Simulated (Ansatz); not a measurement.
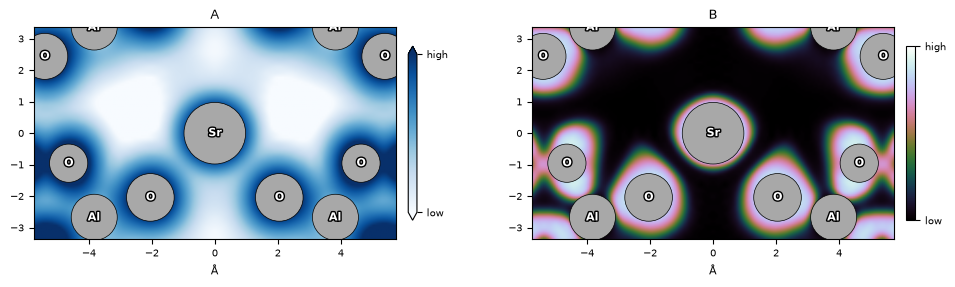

SrAl$_{2}$O$_{5}$: 2 fields on the (100) plane of the conventional cell, with unlabelled colour scales. Grey discs cover the atomic cores.

Space group Pmmn; a generated structure, not necessarily the stable one; changed on purpose from its base cell (volume × 1.06, shape and atoms relaxed); computed pressure about −5 GPa in this cell.

Level of theory: DFT PBE, scalar-relativistic, plane waves, PAW (Ansatz 0.2.0).

```
Sr Al O
1.0
     3.59102    0.00000    0.00000
     0.00000   10.80020    0.00000
     0.00000    0.00000    6.04064
Sr Al O
2 4 10
Direct
  0.00000 0.50000 0.93560
  0.50000 0.00000 0.06440
  0.50000 0.64548 0.50639
  0.50000 0.35452 0.50639
  0.00000 0.14548 0.49361
  0.00000 0.85452 0.49361
  0.50000 0.57025 0.22219
  0.50000 0.42975 0.22219
  0.50000 0.50000 0.66056
  0.00000 0.68952 0.59806
  0.00000 0.31048 0.59806
  0.00000 0.07025 0.77781
  0.00000 0.92975 0.77781
  0.00000 0.00000 0.33944
  0.50000 0.18952 0.40194
  0.50000 0.81048 0.40194
```

Question: The panels show electron localisation function and valence pseudo-density in some order. Assign them.

Answer: Panel A: valence pseudo-density. Panel B: electron localisation function. From the grid: Al–O (1.83 Å): the density is about 0.69 e/Å³ at the midpoint; the ELF peaks at about 0.85 in the valence shell of O, 0.7 Å from its nucleus, and is about 0.80 at the midpoint. Al–O (1.89 Å): ρ at the midpoint is about 0.63 e/Å³; the ELF peaks at about 0.85 in the valence shell of O, 0.7 Å from its nucleus, and is about 0.80 at the midpoint.
